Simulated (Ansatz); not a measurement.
# B2H2+ (doublet): one geometry, many settings

What do other methods and options give for B2H2+ (doublet) at this geometry, and how long do they take?

The runs use Ansatz 0.2.0, Gaussian basis; the settings change from run to run.

11 further runs of the same task are left out: 3 that didn't finish, 8 set aside as unsound or not needed.

### Step 1. The geometry

The geometry is a PBE0/def2-TZVP stationary point (not a proven minimum) of the parent state, kept for this charge and spin.

4 atoms, charge 1, spin multiplicity 2.

Atoms are counted from 1 here; the program's logs count them from 0.

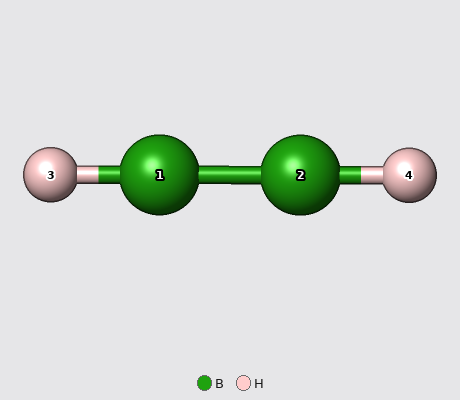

The structure; boron green, hydrogen pink; atoms are numbered from 1 in the order of the file.

### Step 2. CCSD on ROHF/6-31G*

Contents of in.yaml:

```yaml
crystal:
  periodic: [false, false, false]
  atoms:
    - {symbol: B, position_ang: [0.000000, 0.000000, 0.762520]}
    - {symbol: B, position_ang: [0.000000, 0.000000, -0.762520]}
    - {symbol: H, position_ang: [0.000000, 0.000000, 1.938254]}
    - {symbol: H, position_ang: [0.000000, 0.000000, -1.938254]}
basis:
  gaussian: {orbitals: "6-31G*"}
total_charge: 1
magnetization: {spin_polarized: false, initial_magnetization: 1}
hamiltonian: {pseudopotentials: {relativity: none}}
correlation: {method: ccsd, electrons: all}
```

Run with:

```bash
$ ansatz run in.yaml --threads 1 --pin off --events-out ev --progress --plain --max-ram 2393MiB
```

What it wrote:

```text
Functional definition: HF
  name "HF"
  cite "Fock, Z. Phys. 61, 126 (1930) doi:10.1007/BF01340294"
  parent pbe
  exchange = exact_x
  correlation = 0
344 factors; integrals over basis functions are off by at most 1.0e-3 eV
mean field evaluation 1: about -1363.1693 eV, gradient 1.1e1 eV
mean field evaluation 2: about -1363.1719 eV, gradient 1.1e1 eV
mean field evaluation 4: about -1363.7585 eV, gradient 1.9e-1 eV
mean field evaluation 8: about -1363.7588 eV, gradient 3.5e-4 eV
mean field evaluation 16: about -1363.7601 eV, gradient 9.0e-2 eV
mean field evaluation 32: about -1363.7588 eV, gradient 3.4e-4 eV
mean field -1363.75877220 eV, -50.1172104896 hartree, gradient 1.5e-6 eV, S^2 0.750000; 2 other end points of the search recorded, 0 dependent functions left out
reference -1363.75877220 eV, -50.1172104896 hartree; 6, 5 occupied and 28, 29 virtual orbitals, 344 factors
second order -2.91884909 eV of doubles, -0.03251093 eV of singles
cycle   1  -3.47255857 eV  change   -5.2e-1 eV  update   5.1e-2
cycle   2  -3.66805345 eV  change   -2.0e-1 eV  update   1.9e-2
cycle   3  -3.67404339 eV  change   -6.0e-3 eV  update   4.2e-3
cycle   4  -3.67484317 eV  change   -8.0e-4 eV  update   1.0e-3
cycle   5  -3.67491490 eV  change   -7.2e-5 eV  update   3.6e-4
cycle   6  -3.67488515 eV  change    3.0e-5 eV  update   1.2e-4
cycle   7  -3.67491920 eV  change   -3.4e-5 eV  update   4.4e-5
cycle   8  -3.67492288 eV  change   -3.7e-6 eV  update   1.2e-5
Total energy: -1367.43369509 eV, -50.2522614146 hartree
```

Run time: 2.4 s. Hardware: 1 thread of AMD EPYC, shared host.

From the report: correlation -3.6749 eV; T1 0.011; largest double amplitude 0.07.

### Step 3. MP2 on UHF/6-31G

Contents of in.yaml:

```yaml
crystal:
  periodic: [false, false, false]
  atoms:
    - {symbol: B, position_ang: [0.000000, 0.000000, 0.762520]}
    - {symbol: B, position_ang: [0.000000, 0.000000, -0.762520]}
    - {symbol: H, position_ang: [0.000000, 0.000000, 1.938254]}
    - {symbol: H, position_ang: [0.000000, 0.000000, -1.938254]}
basis:
  gaussian: {orbitals: 6-31G}
total_charge: 1
magnetization: {spin_polarized: true, initial_magnetization: 1}
correlation: {method: mp2, electrons: outside_noble_gas}
```

The command is unchanged.

What it wrote:

```text
Functional definition: HF
  name "HF"
  cite "Fock, Z. Phys. 61, 126 (1930) doi:10.1007/BF01340294"
  parent pbe
  exchange = exact_x
  correlation = 0
316 factors; integrals over basis functions are off by at most 2.2e-4 eV
mean field evaluation 1: about -1362.7519 eV, gradient 7.2e0 eV
mean field evaluation 2: about -1362.7541 eV, gradient 7.2e0 eV
mean field evaluation 4: about -1363.2949 eV, gradient 3.1e-1 eV
mean field evaluation 8: about -1363.2965 eV, gradient 2.1e-6 eV
mean field evaluation 16: about -1363.2965 eV, gradient 6.2e-7 eV
mean field -1363.29653988 eV, -50.1002237648 hartree, gradient 6.2e-6 eV, S^2 0.753813; 2 other end points of the search recorded, 0 dependent functions left out
2 core orbitals not correlated: weight in the atoms' cores, before any rotation towards them, 1.000 or more for the frozen orbitals, at most 0.000 for the correlated occupied ones
reference -1363.29653988 eV, -50.1002237648 hartree; 4, 3 occupied and 16, 17 virtual orbitals, 316 factors
second order -1.74124239 eV of doubles, -0.00000000 eV of singles
Total energy: -1365.03778227 eV, -50.1642132425 hartree
```

It took 0.85 s on 1 thread of AMD EPYC, shared host.

From the report: ⟨S²⟩ of the determinant 0.754 (pure doublet: 0.75).

### Step 4. HF/def2-SVP

Edit in.yaml of step 3 so:

```diff
@@ -8,5 +8,7 @@
 basis:
-  gaussian: {orbitals: 6-31G}
+  gaussian: {orbitals: def2-SVP}
 total_charge: 1
-magnetization: {spin_polarized: true, initial_magnetization: 1}
-correlation: {method: mp2, electrons: outside_noble_gas}
+magnetization: {spin_polarized: false, initial_magnetization: 1}
+hamiltonian: {xc: hf, pseudopotentials: {relativity: none}}
+scf: {lower_state_search: off}
+output: {orbitals: {seedname: orbitals}}
```

Same command.

What it wrote:

```text
Functional definition: HF
  name "HF"
  cite "Fock, Z. Phys. 61, 126 (1930) doi:10.1007/BF01340294"
  parent pbe
  exchange = exact_x
  correlation = 0
these checks for a lower state are left out or cut short: stability, starts, cluster_reference, orbital_swaps, neighbouring_geometries, increment
394 factors; integrals over basis functions are off by at most 1.3e-3 eV
mean field evaluation 1: about -1361.9530 eV, gradient 1.1e1 eV
mean field evaluation 2: about -1361.9546 eV, gradient 1.1e1 eV
mean field evaluation 4: about -1362.5299 eV, gradient 1.7e-1 eV
mean field evaluation 8: about -1362.5301 eV, gradient 6.8e-6 eV
mean field -1362.53010371 eV, -50.0720577552 hartree, gradient 6.8e-6 eV, S^2 0.750000; 0 other end points of the search recorded, 0 dependent functions left out
reference -1362.53010371 eV, -50.0720577552 hartree; 6, 5 occupied and 32, 33 virtual orbitals, 394 factors
Total energy: -1362.53010371 eV, -50.0720577552 hartree
Checks for a lower state left out: stability, starts, cluster_reference, orbital_swaps, neighbouring_geometries, increment
```

Run time: 0.68 s. Hardware: 1 thread of AMD EPYC, shared host.

### Step 5. MP2 on ROHF/STO-3G

Edit in.yaml of step 4 so:

```diff
@@ -8,7 +8,7 @@
 basis:
-  gaussian: {orbitals: def2-SVP}
+  gaussian: {orbitals: STO-3G}
 total_charge: 1
 magnetization: {spin_polarized: false, initial_magnetization: 1}
-hamiltonian: {xc: hf, pseudopotentials: {relativity: none}}
+hamiltonian: {pseudopotentials: {relativity: none}}
+correlation: {method: mp2, electrons: valence}
 scf: {lower_state_search: off}
-output: {orbitals: {seedname: orbitals}}
```

Same command.

What it wrote, shortened:

```text
Functional definition: HF
  name "HF"
  cite "Fock, Z. Phys. 61, 126 (1930) doi:10.1007/BF01340294"
  parent pbe
[...]
150 factors; integrals over basis functions are off by at most 2.0e-4 eV
[...]
mean field -1347.24752736 eV, -49.5104334333 hartree, gradient 5.3e-7 eV, S^2 0.750000; 0 other end points of the search recorded, 0 dependent functions left out
2 core orbitals not correlated: weight in the atoms' cores, before any rotation towards them, 1.000 or more for the frozen orbitals, at most 0.000 for the correlated occupied ones
reference -1347.24752736 eV, -49.5104334333 hartree; 4, 3 occupied and 6, 7 virtual orbitals, 150 factors
second order -1.35041503 eV of doubles, -0.01104930 eV of singles
Total energy: -1348.60899169 eV, -49.5604663246 hartree
Checks for a lower state left out: stability, starts, cluster_reference, orbital_swaps, neighbouring_geometries, increment
```

Wall time 0.55 s (1 thread of AMD EPYC, shared host).

### Step 6. BCCD on ROHF/cc-pVDZ

Edit in.yaml of step 5 so:

```diff
@@ -8,7 +8,6 @@
 basis:
-  gaussian: {orbitals: STO-3G}
+  gaussian: {orbitals: cc-pVDZ}
 total_charge: 1
 magnetization: {spin_polarized: false, initial_magnetization: 1}
-hamiltonian: {pseudopotentials: {relativity: none}}
-correlation: {method: mp2, electrons: valence}
-scf: {lower_state_search: off}
+correlation: {method: bccd, electrons: outside_noble_gas}
+accuracy: high
```

Launched as before.

What it wrote, shortened:

```text
Functional definition: HF
  name "HF"
  cite "Fock, Z. Phys. 61, 126 (1930) doi:10.1007/BF01340294"
  parent pbe
[...]
729 factors; integrals over basis functions are off by at most 2.8e-9 eV
[...]
mean field -1363.80669258 eV, -50.1189715310 hartree, gradient 7.0e-8 eV, S^2 0.750000; 2 other end points of the search recorded, 0 dependent functions left out
2 core orbitals not correlated: weight in the atoms' cores, before any rotation towards them, 1.000 or more for the frozen orbitals, at most 0.000 for the correlated occupied ones
reference -1363.80669258 eV, -50.1189715310 hartree; 4, 3 occupied and 32, 33 virtual orbitals, 729 factors
second order -2.79870754 eV of doubles, -0.03599455 eV of singles
cycle   1  -3.43184397 eV  change   -6.0e-1 eV  update   5.4e-2
[...]
cycle  19  -3.65017508 eV  change   1.2e-10 eV  update  5.8e-10
Total energy: -1367.45686766 eV, -50.2531129910 hartree
```

Run time: 5.5 s. Hardware: 1 thread of AMD EPYC, shared host.

From the report: correlation -3.6502 eV; largest double amplitude 0.07.

### Step 7. CASSCF(1,5)/6-31G

Edit in.yaml of step 6 so:

```diff
@@ -8,6 +8,6 @@
 basis:
-  gaussian: {orbitals: cc-pVDZ}
+  gaussian: {orbitals: 6-31G, fitting: {mean_field: def2-universal-jkfit}}
 total_charge: 1
 magnetization: {spin_polarized: false, initial_magnetization: 1}
-correlation: {method: bccd, electrons: outside_noble_gas}
-accuracy: high
+correlation: {active_space: {window: {electrons: 1, orbitals: 5}}}
+output: {forces: true}
```

Launched as before.

What it wrote, shortened:

```text
Functional definition: HF
  name "HF"
  cite "Fock, Z. Phys. 61, 126 (1930) doi:10.1007/BF01340294"
  parent pbe
[...]
186 factors; integrals over basis functions are off by at most 3.4e-2 eV
[...]
mean field -1363.27193367 eV, -50.0993195033 hartree, gradient 2.0e-6 eV, S^2 0.750000; 2 other end points of the search recorded, 0 dependent functions left out
reference -1363.27193367 eV, -50.0993195033 hartree; 6, 5 occupied and 16, 17 virtual orbitals, 186 factors
state -1363.27193367 eV, -50.0993195033 hartree
[...]
Total energy: -1363.27193367 eV, -50.0993195033 hartree
Atom 0 at     0.000000     0.000000     0.762520 Å, force    -0.000000    -0.000000     3.361569 eV/Å
Atom 1 at     0.000000     0.000000    -0.762520 Å, force     0.000000     0.000000    -3.361569 eV/Å
Atom 2 at     0.000000     0.000000     1.938254 Å, force     0.000000     0.000000    -0.443442 eV/Å
Atom 3 at     0.000000     0.000000    -1.938254 Å, force    -0.000000     0.000000     0.443442 eV/Å
Dipole moment:     0.000000    -0.000000     0.000000 e Å
```

It took 0.81 s on 1 thread of AMD EPYC, shared host.

From the report: 5 determinants; active occupations 1.00, 0.00, 0.00, 0.00, 0.00. With so small a space the active step adds no correlation: the energy is the mean field's.

### Step 8. CASSCF(1,8)/def2-SVP

Edit in.yaml of step 7 so:

```diff
@@ -8,6 +8,6 @@
 basis:
-  gaussian: {orbitals: 6-31G, fitting: {mean_field: def2-universal-jkfit}}
+  gaussian: {orbitals: def2-SVP}
 total_charge: 1
 magnetization: {spin_polarized: false, initial_magnetization: 1}
-correlation: {active_space: {window: {electrons: 1, orbitals: 5}}}
+correlation: {active_space: {window: {electrons: 1, orbitals: 8}, states: [{multiplicity: 2, weights: [1, 1, 0.5, 1]}], root: 3}}
 output: {forces: true}
```

Launched as before.

What it wrote, shortened:

```text
Functional definition: HF
  name "HF"
  cite "Fock, Z. Phys. 61, 126 (1930) doi:10.1007/BF01340294"
  parent pbe
[...]
644 factors; integrals over basis functions are off by at most 2.1e-7 eV
[...]
mean field -1362.53010937 eV, -50.0720579631 hartree, gradient 6.7e-6 eV, S^2 0.750000; 2 other end points of the search recorded, 0 dependent functions left out
reference -1362.53010937 eV, -50.0720579631 hartree; 6, 5 occupied and 32, 33 virtual orbitals, 644 factors
state -1362.51469944 eV, -50.0714916589 hartree
state -1362.51469944 eV, -50.0714916589 hartree
state -1356.32153735 eV, -49.8438971499 hartree
state -1356.32153735 eV, -49.8438971498 hartree
an earlier search ended where averaged states of different weights were degenerate, so these states were given the mean of their weights and the orbitals were optimised with it
[...]
Total energy: -1356.32153735 eV, -49.8438971498 hartree
Atom 0 at     0.000000     0.000000     0.762520 Å, force    -0.000000     0.000000    11.292212 eV/Å
Atom 1 at     0.000000     0.000000    -0.762520 Å, force     0.000000    -0.000000   -11.292213 eV/Å
Atom 2 at     0.000000     0.000000     1.938254 Å, force    -0.000000    -0.000000    -0.163416 eV/Å
Atom 3 at     0.000000     0.000000    -1.938254 Å, force    -0.000000     0.000000     0.163416 eV/Å
Dipole moment:    -0.000000    -0.000000     0.000000 e Å
```

Wall time 6.5 s (1 thread of AMD EPYC, shared host).

From the report: 8 determinants; active occupations (of the averaged states) 0.29, 0.29, 0.21, 0.21, 0.00, 0.00, 0.00, 0.00.

### Step 9. CCSD(T) on ROHF/6-31G

Contents of in.yaml:

```yaml
crystal:
  periodic: [false, false, false]
  atoms:
    - {symbol: B, position_ang: [0.000000, 0.000000, 0.762520]}
    - {symbol: B, position_ang: [0.000000, 0.000000, -0.762520]}
    - {symbol: H, position_ang: [0.000000, 0.000000, 1.938254]}
    - {symbol: H, position_ang: [0.000000, 0.000000, -1.938254]}
basis:
  gaussian: {orbitals: 6-31G, point_charges: [{charge: -1.00, position_ang: [3.606, -0.375, 0.497]}]}
total_charge: 1
magnetization: {spin_polarized: false, initial_magnetization: 1}
correlation: {method: ccsd_t, electrons: outside_noble_gas}
scf: {lower_state_search: full}
```

Same command.

What it wrote, shortened:

```text
Functional definition: HF
  name "HF"
  cite "Fock, Z. Phys. 61, 126 (1930) doi:10.1007/BF01340294"
  parent pbe
[...]
316 factors; integrals over basis functions are off by at most 2.2e-4 eV
[...]
mean field -1367.27322068 eV, -50.2463640888 hartree, gradient 2.5e-6 eV, S^2 0.750000; 11 other end points of the search recorded, 0 dependent functions left out
[...]
determinant -1367.27322068 eV, -50.2463640888 hartree, with singles and doubles -1369.64479256 eV, -50.3335177482 hartree
determinant -1367.05140971 eV, -50.2382126861 hartree, with singles and doubles -1369.42950750 eV, -50.3256061681 hartree
determinant -1367.27322068 eV, -50.2463640888 hartree, with singles and doubles -1369.64474208 eV, -50.3335158929 hartree
determinant -1367.05140971 eV, -50.2382126861 hartree, with singles and doubles -1369.42945539 eV, -50.3256042531 hartree
2 core orbitals not correlated: weight in the atoms' cores, before any rotation towards them, 1.000 or more for the frozen orbitals, at most 0.000 for the correlated occupied ones
reference -1367.27322068 eV, -50.2463640888 hartree; 4, 3 occupied and 16, 17 virtual orbitals, 316 factors
second order -1.74366293 eV of doubles, -0.01201528 eV of singles
cycle   1  -2.37152097 eV  change    4.4e-7 eV  update   2.9e-6
perturbative correction -0.03763165 eV, -0.0013829375 hartree
Total energy: -1369.68237329 eV, -50.3348988144 hartree
```

It took 4.2 s on 1 thread of AMD EPYC, shared host.

From the report: correlation -2.4092 eV; T1 0.011; largest double amplitude 0.07.

### Step 10. CCSDT(Q)/B on UHF/6-31G

Contents of in.yaml:

```yaml
crystal:
  periodic: [false, false, false]
  atoms:
    - {symbol: B, position_ang: [0.000000, 0.000000, 0.762520]}
    - {symbol: B, position_ang: [0.000000, 0.000000, -0.762520]}
    - {symbol: H, position_ang: [0.000000, 0.000000, 1.938254]}
    - {symbol: H, position_ang: [0.000000, 0.000000, -1.938254]}
basis:
  gaussian: {orbitals: 6-31G}
total_charge: 1
magnetization: {spin_polarized: true, initial_magnetization: 1}
correlation: {method: ccsdt_q_b, electrons: outside_noble_gas, diis_vectors: 12}
accuracy: high
```

The command is unchanged.

What it wrote, shortened:

```text
Functional definition: HF
  name "HF"
  cite "Fock, Z. Phys. 61, 126 (1930) doi:10.1007/BF01340294"
  parent pbe
[...]
504 factors; integrals over basis functions are off by at most 3.0e-9 eV
[...]
mean field -1363.29652940 eV, -50.1002233800 hartree, gradient 2.9e-8 eV, S^2 0.753813; 2 other end points of the search recorded, 0 dependent functions left out
2 core orbitals not correlated: weight in the atoms' cores, before any rotation towards them, 1.000 or more for the frozen orbitals, at most 0.000 for the correlated occupied ones
reference -1363.29652940 eV, -50.1002233800 hartree; 4, 3 occupied and 16, 17 virtual orbitals, 504 factors
second order -1.74126856 eV of doubles, -0.00000000 eV of singles
cycle   1  -2.15975715 eV  change   -4.2e-1 eV  update   5.1e-2
[...]
cycle  22  -2.40435560 eV  change  -1.1e-10 eV  update  4.1e-10
perturbative correction -0.00133717 eV, -0.0000491401 hartree
Total energy: -1365.70222218 eV, -50.1886309587 hartree
```

Run time: 11 s. Hardware: 1 thread of AMD EPYC, shared host.

From the report: ⟨S²⟩ of the determinant 0.754 (pure doublet: 0.75); correlation -2.4057 eV; T1 0.007; largest double amplitude 0.07.

### Step 11. All runs side by side

Where basis and cores are those of an earlier FCI/6-31G run (-1365.7025 eV), and the state is the same kind, the miss against it is given.

| level | correlated | functions | energy (eV) | from FCI (meV) | time |
| --- | --- | --- | --- | --- | --- |
| CCSD on ROHF/6-31G* | all | 34 | -1367.4337 |  | 2.4 s |
| MP2 on UHF/6-31G | outside noble gas | 22 | -1365.0378 | 664.8 | 0.85 s |
| HF/def2-SVP |  | 38 | -1362.5301 |  | 0.68 s |
| MP2 on ROHF/STO-3G | valence | 12 | -1348.6090 |  | 0.55 s |
| BCCD on ROHF/cc-pVDZ | outside noble gas | 38 | -1367.4569 |  | 5.5 s |
| CASSCF(1,5)/6-31G |  | 22 | -1363.2719 | 2430.6 | 0.81 s |
| CASSCF(1,8)/def2-SVP (excited root 3 of an average) |  | 38 | -1356.3215 |  | 6.5 s |
| CCSD(T) on ROHF/6-31G (beside a point charge) | outside noble gas | 22 | -1369.6824 |  | 4.2 s |
| CCSDT(Q)/B on UHF/6-31G | outside noble gas | 22 | -1365.7022 | 0.3 | 11 s |

### Step 12. Outcome

| quantity | value |
| --- | --- |
| runs | 9 |
| quickest | MP2 on ROHF/STO-3G, 0.55 s |
| slowest | CCSDT(Q)/B on UHF/6-31G, 11 s |

In words: Total energies in different bases, with other cores or another treatment of relativity can't be set against each other. CCSDT(Q)/B on UHF/6-31G took 19 times as long as MP2 on ROHF/STO-3G; the jobs differ in more than the method. Among the correlated runs with a miss given, it spans +0 to +665 meV. Hartree-Fock, CASSCF and CASCI lack dynamic correlation by design.
